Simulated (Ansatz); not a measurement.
# GaC+ (singlet): one geometry, many settings

Aim: run GaC+ (singlet) at one geometry under a spread of methods and options, and see what each costs and gives.

The runs use Ansatz 0.2.0, Gaussian basis; the settings change from run to run.

21 further runs of the same task are left out: 1 for a known fault of the program, 9 that didn't finish, 11 set aside as unsound or not needed.

## (1) What is computed

The geometry is a PBE0/def2-TZVP stationary point (not a proven minimum) of the parent state, kept for this charge and spin. No spin-orbit coupling is included. The filled d shell of Ga may be among the frozen orbitals whatever the setting's name suggests; the logs give the count.

2 atoms, charge 1, spin multiplicity 1.

Atoms are counted from 1 here; the program's logs count them from 0.

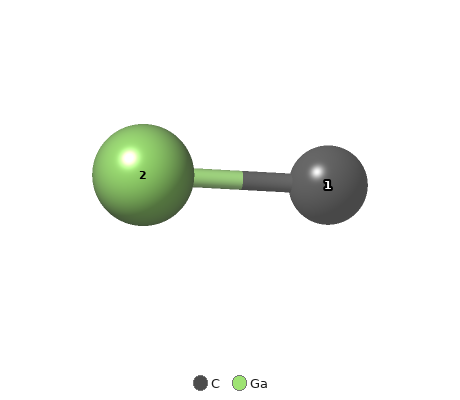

The structure; carbon dark grey, gallium green; atoms are numbered from 1 in the order of the file.

## (2) CCSD/cc-pVTZ

in.yaml

```yaml
crystal:
  periodic: [false, false, false]
  atoms:
    - {symbol: C, position_ang: [0.000000, 0.000000, 0.000000]}
    - {symbol: Ga, position_ang: [0.000000, 0.000000, 1.987400]}
basis:
  gaussian: {orbitals: cc-pVTZ}
total_charge: 1
magnetization: {spin_polarized: false}
hamiltonian: {xc: {name: PBE}}
correlation: {method: ccsd, electrons: valence}
scf: {lower_state_search: full}
```

The run is started by

```console
> ansatz run in.yaml --threads 1 --pin off --events-out ev --progress --plain --max-ram 2393MiB
```

The program printed, shortened:

```text
Functional definition: PBE
  name "PBE"
  cite "Perdew, Burke & Ernzerhof, Phys. Rev. Lett. 77, 3865 (1996) doi:10.1103/PhysRevLett.77.3865"
  parent pbe
[...]
468 factors; integrals over basis functions are off by at most 1.4e-3 eV
[...]
mean field -53391.25649287 eV, -1962.0924862196 hartree, gradient 2.8e-6 eV, S^2 0.000000; 11 other end points of the search recorded, 0 dependent functions left out; unrestricted orbitals would lower it
[...]
unrestricted determinant -53353.61625566 eV, -1960.7092330157 hartree, S^2 1.4205
10 core orbitals not correlated: weight in the atoms' cores, before any rotation towards them, 1.000 or more for the frozen orbitals, at most 0.000 for the correlated occupied ones
reference -53350.72582431 eV, -1960.6030116225 hartree; 8, 8 occupied and 55, 55 virtual orbitals, 468 factors
second order -7.04492257 eV of doubles, -0.73319317 eV of singles
cycle   1  -6.93999806 eV  change    7.9e-1 eV  update   1.4e-1
[...]
cycle  17  -7.66349554 eV  change    1.6e-5 eV  update   5.5e-6
WARN: the results are in doubt because among natural orbitals full CI differs from the method by -0.167 eV
Total energy: -53358.38931984 eV, -1960.8846398890 hartree
In doubt: among natural orbitals full CI differs from the method by -0.167 eV
```

It took 7.5 s on 1 thread of Arm Neoverse V1, shared host.

From the report: correlation -7.6635 eV; T1 0.014; largest double amplitude 0.18. The orbitals are Kohn-Sham ones, so correlation energy and T1 don't compare with those on Hartree-Fock orbitals. The program marks this result as in doubt; its last lines say why.

## (3) CCSD(T) on RHF/pcseg-2

in.yaml

```yaml
crystal:
  periodic: [false, false, false]
  atoms:
    - {symbol: C, position_ang: [0.000000, 0.000000, 0.000000]}
    - {symbol: Ga, position_ang: [0.000000, 0.000000, 1.987400]}
basis:
  gaussian: {orbitals: pcseg-2}
total_charge: 1
magnetization: {spin_polarized: false}
correlation: {method: ccsd_t, electrons: outside_noble_gas}
output: {forces: true}
```

Launched as before.

The program printed, shortened:

```text
Functional definition: HF
  name "HF"
  cite "Fock, Z. Phys. 61, 126 (1930) doi:10.1007/BF01340294"
  parent pbe
[...]
475 factors; integrals over basis functions are off by at most 1.0e-3 eV
[...]
mean field -53350.81992317 eV, -1960.6064696920 hartree, gradient 2.2e-6 eV, S^2 0.000000; 11 other end points of the search recorded, 0 dependent functions left out; unrestricted orbitals would lower it
[...]
determinant -53350.81992317 eV, -1960.6064696920 hartree, with singles and doubles -53355.74283801 eV, -1960.7873834756 hartree
determinant -53350.78323037 eV, -1960.6051212563 hartree, with singles and doubles -53355.78664607 eV, -1960.7889933918 hartree
determinant -53350.43302453 eV, -1960.5922514293 hartree, with singles and doubles -53354.87613760 eV, -1960.7555328228 hartree
determinant -53350.81992317 eV, -1960.6064696920 hartree, with singles and doubles -53355.67939605 eV, -1960.7850520262 hartree
[...]
unrestricted determinant -53352.71959486 eV, -1960.6762813388 hartree, S^2 1.4141
15 core orbitals not correlated: weight in the atoms' cores, before any rotation towards them, 0.996 or more for the frozen orbitals, at most 0.004 for the correlated occupied ones
reference -53350.78323037 eV, -1960.6051212565 hartree; 3, 3 occupied and 55, 55 virtual orbitals, 475 factors
second order -3.80217527 eV of doubles, -0.00000000 eV of singles
cycle   1  -4.91192569 eV  change    2.2e-6 eV  update   3.6e-6
[...]
cycle   6  -4.91191542 eV  change   -3.0e-9 eV  update   7.0e-7
perturbative correction -0.30726132 eV, -0.0112916453 hartree
WARN: the results are in doubt because among natural orbitals full CI differs from the method by -0.099 eV
[...]
Total energy: -53356.00240712 eV, -1960.7969224642 hartree
Atom 0 at     0.000000     0.000000     0.000000 Å, force    -0.000000     0.000000    -0.516768 eV/Å
Atom 1 at     0.000000     0.000000     1.987400 Å, force     0.000000    -0.000000     0.516768 eV/Å
Dipole moment:     0.000076    -0.000000     0.212716 e Å
In doubt: among natural orbitals full CI differs from the method by -0.099 eV
```

Run time: 14 s. Hardware: 1 thread of Arm Neoverse V1, shared host.

From the report: correlation -5.2192 eV; T1 0.061; largest double amplitude 0.19. Mind the lines of doubt at the end of the log.

## (4) CCSDT on RHF/def2-SVPD

in.yaml

```yaml
crystal:
  periodic: [false, false, false]
  atoms:
    - {symbol: C, position_ang: [0.000000, 0.000000, 0.000000]}
    - {symbol: Ga, position_ang: [0.000000, 0.000000, 1.987400]}
basis:
  gaussian: {orbitals: def2-SVPD}
total_charge: 1
magnetization: {spin_polarized: false}
correlation: {method: ccsdt, electrons: outside_noble_gas}
```

Launched as before.

The program printed, shortened:

```text
Functional definition: HF
  name "HF"
  cite "Fock, Z. Phys. 61, 126 (1930) doi:10.1007/BF01340294"
  parent pbe
[...]
941 factors; integrals over basis functions are off by at most 1.2e-7 eV
[...]
mean field -53342.59098451 eV, -1960.3040617739 hartree, gradient 8.7e-6 eV, S^2 0.000000; 10 other end points of the search recorded, 0 dependent functions left out; unrestricted orbitals would lower it
[...]
determinant -53342.59098451 eV, -1960.3040617739 hartree, with singles and doubles -53347.05817584 eV, -1960.4682280275 hartree
determinant -53342.53632015 eV, -1960.3020528956 hartree, with singles and doubles -53347.10773551 eV, -1960.4700493115 hartree
determinant -53342.18024364 eV, -1960.2889673252 hartree, with singles and doubles -53346.09293307 eV, -1960.4327560099 hartree
determinant -53342.59098451 eV, -1960.3040617739 hartree, with singles and doubles -53347.08912910 eV, -1960.4693655388 hartree
determinant -53342.53632015 eV, -1960.3020528956 hartree, with singles and doubles -53347.10267395 eV, -1960.4698633028 hartree
[...]
unrestricted determinant -53344.53271747 eV, -1960.3754191442 hartree, S^2 1.4622
15 core orbitals not correlated: weight in the atoms' cores, before any rotation towards them, 0.997 or more for the frozen orbitals, at most 0.003 for the correlated occupied ones
reference -53342.53632015 eV, -1960.3020528956 hartree; 3, 3 occupied and 40, 40 virtual orbitals, 941 factors
second order -3.36285254 eV of doubles, -0.00000000 eV of singles
cycle   1  -3.93357427 eV  change   -5.7e-1 eV  update   1.2e-1
[...]
cycle  10  -5.00329192 eV  change   -2.4e-7 eV  update   8.2e-8
WARN: these amplitudes may be one of several solutions (largest doubles amplitude 0.62, level shift 0.00 eV)
Total energy: -53347.53961206 eV, -1960.4859204823 hartree
```

Wall time 17 s (1 thread of Arm Neoverse V1, shared host).

From the report: correlation -5.0033 eV; T1 0.066; largest double amplitude 0.62. The report flags that the cluster equations may have other roots.

## (5) CCSD on RHF/def2-TZVP

in.yaml

```yaml
crystal:
  periodic: [false, false, false]
  atoms:
    - {symbol: C, position_ang: [0.000000, 0.000000, 0.000000]}
    - {symbol: Ga, position_ang: [0.000000, 0.000000, 1.987400]}
basis:
  gaussian: {orbitals: def2-TZVP}
total_charge: 1
magnetization: {spin_polarized: false}
correlation: {method: ccsd, electrons: outside_noble_gas}
output: {forces: true}
```

The command is unchanged.

The program printed, shortened:

```text
Functional definition: HF
  name "HF"
  cite "Fock, Z. Phys. 61, 126 (1930) doi:10.1007/BF01340294"
  parent pbe
[...]
519 factors; integrals over basis functions are off by at most 1.2e-3 eV
[...]
mean field -53350.69233504 eV, -1960.6017809147 hartree, gradient 1.9e-6 eV, S^2 0.000000; 10 other end points of the search recorded, 0 dependent functions left out; unrestricted orbitals would lower it
[...]
determinant -53350.69233504 eV, -1960.6017809147 hartree, with singles and doubles -53355.68593209 eV, -1960.7852922214 hartree
determinant -53350.65459899 eV, -1960.6003941402 hartree, with singles and doubles -53355.72985814 eV, -1960.7869064742 hartree
determinant -53350.29211187 eV, -1960.5870729845 hartree, with singles and doubles -53354.76098785 eV, -1960.7513011476 hartree
determinant -53350.69233504 eV, -1960.6017809147 hartree, with singles and doubles -53355.62493909 eV, -1960.7830507699 hartree
[...]
unrestricted determinant -53352.60780702 eV, -1960.6721732114 hartree, S^2 1.4232
15 core orbitals not correlated: weight in the atoms' cores, before any rotation towards them, 0.997 or more for the frozen orbitals, at most 0.003 for the correlated occupied ones
reference -53350.65459899 eV, -1960.6003941402 hartree; 3, 3 occupied and 61, 61 virtual orbitals, 519 factors
second order -3.87320522 eV of doubles, -0.00000000 eV of singles
cycle   1  -4.98549604 eV  change    1.3e-6 eV  update   2.9e-6
[...]
cycle   5  -4.98548711 eV  change    3.4e-7 eV  update   6.6e-7
WARN: the results are in doubt because among natural orbitals full CI differs from the method by -0.186 eV
[...]
Total energy: -53355.64008610 eV, -1960.7836074123 hartree
Atom 0 at     0.000000     0.000000     0.000000 Å, force    -0.000000    -0.000000    -0.779149 eV/Å
Atom 1 at     0.000000     0.000000     1.987400 Å, force     0.000000     0.000000     0.779149 eV/Å
Dipole moment:     0.000001    -0.000000     0.234748 e Å
In doubt: among natural orbitals full CI differs from the method by -0.186 eV
```

Run time: 16 s. Hardware: 1 thread of Arm Neoverse V1, shared host.

From the report: correlation -4.9855 eV; T1 0.060; largest double amplitude 0.19. The program marks this result as in doubt; its last lines say why.

## (6) CCSD(T) on RHF/cc-pVTZ

in.yaml

```yaml
crystal:
  periodic: [false, false, false]
  atoms:
    - {symbol: C, position_ang: [0.000000, 0.000000, 0.000000]}
    - {symbol: Ga, position_ang: [0.000000, 0.000000, 1.987400]}
basis:
  gaussian: {orbitals: cc-pVTZ}
total_charge: 1
magnetization: {spin_polarized: false}
correlation: {method: ccsd_t, electrons: valence}
accuracy: high
output: {forces: true}
```

The command is unchanged.

The program printed, shortened:

```text
Functional definition: HF
  name "HF"
  cite "Fock, Z. Phys. 61, 126 (1930) doi:10.1007/BF01340294"
  parent pbe
[...]
1009 factors; integrals over basis functions are off by at most 4.0e-9 eV
[...]
mean field -53351.70497505 eV, -1960.6389947486 hartree, gradient 2.0e-8 eV, S^2 0.000000; 11 other end points of the search recorded, 0 dependent functions left out; unrestricted orbitals would lower it
[...]
determinant -53351.70497505 eV, -1960.6389947486 hartree, with singles and doubles -53358.56468982 eV, -1960.8910846166 hartree
determinant -53351.66758887 eV, -1960.6376208320 hartree, with singles and doubles -53358.60280051 eV, -1960.8924851589 hartree
determinant -53351.30056672 eV, -1960.6241330164 hartree, with singles and doubles -53357.70082305 eV, -1960.8593380985 hartree
determinant -53351.70497505 eV, -1960.6389947486 hartree, with singles and doubles -53358.53240175 eV, -1960.8898980521 hartree
[...]
unrestricted determinant -53353.61629232 eV, -1960.7092343628 hartree, S^2 1.4205
10 core orbitals not correlated: weight in the atoms' cores, before any rotation towards them, 1.000 or more for the frozen orbitals, at most 0.000 for the correlated occupied ones
reference -53351.66758887 eV, -1960.6376208320 hartree; 8, 8 occupied and 55, 55 virtual orbitals, 1009 factors
second order -5.84910887 eV of doubles, -0.00000000 eV of singles
cycle   1  -6.87752326 eV  change   -2.1e-6 eV  update   4.2e-6
[...]
cycle  28  -6.87751682 eV  change  -9.3e-10 eV  update   1.0e-9
perturbative correction -0.47882523 eV, -0.0175965025 hartree
WARN: the results are in doubt because among natural orbitals full CI differs from the method by -0.083 eV
[...]
Total energy: -53359.02393092 eV, -1960.9079614159 hartree
Atom 0 at     0.000000     0.000000     0.000000 Å, force     0.000000    -0.000000    -0.261449 eV/Å
Atom 1 at     0.000000     0.000000     1.987400 Å, force    -0.000000     0.000000     0.261449 eV/Å
Dipole moment:    -0.000000    -0.000000     0.182714 e Å
In doubt: among natural orbitals full CI differs from the method by -0.083 eV
```

It took 39 s on 1 thread of Arm Neoverse V1, shared host; peak memory 0.32 GiB.

From the report: correlation -7.3563 eV; T1 0.037; largest double amplitude 0.18. Mind the lines of doubt at the end of the log.

## (7) The runs in one table

 † marks a result that the program doubts.

| level | correlated | functions | energy (eV) | time |
| --- | --- | --- | --- | --- |
| CCSD/cc-pVTZ (on PBE orbitals) † | valence | 73 | -53358.3893 | 7.5 s |
| CCSD(T) on RHF/pcseg-2 † | outside noble gas | 73 | -53356.0024 | 14 s |
| CCSDT on RHF/def2-SVPD † | outside noble gas | 58 | -53347.5396 | 17 s |
| CCSD on RHF/def2-TZVP † | outside noble gas | 79 | -53355.6401 | 16 s |
| CCSD(T) on RHF/cc-pVTZ † | valence | 73 | -53359.0239 | 39 s |

## (8) Results

```
quantity                                    value
    runs                                        5
quickest  CCSD/cc-pVTZ (on PBE orbitals) †, 7.5 s
 slowest           CCSD(T) on RHF/cc-pVTZ †, 39 s
```

What this shows: Total energies in different bases, with other cores or another treatment of relativity can't be set against each other. CCSD(T) on RHF/cc-pVTZ † took 5 times as long as CCSD/cc-pVTZ (on PBE orbitals) †; the jobs differ in more than the method.
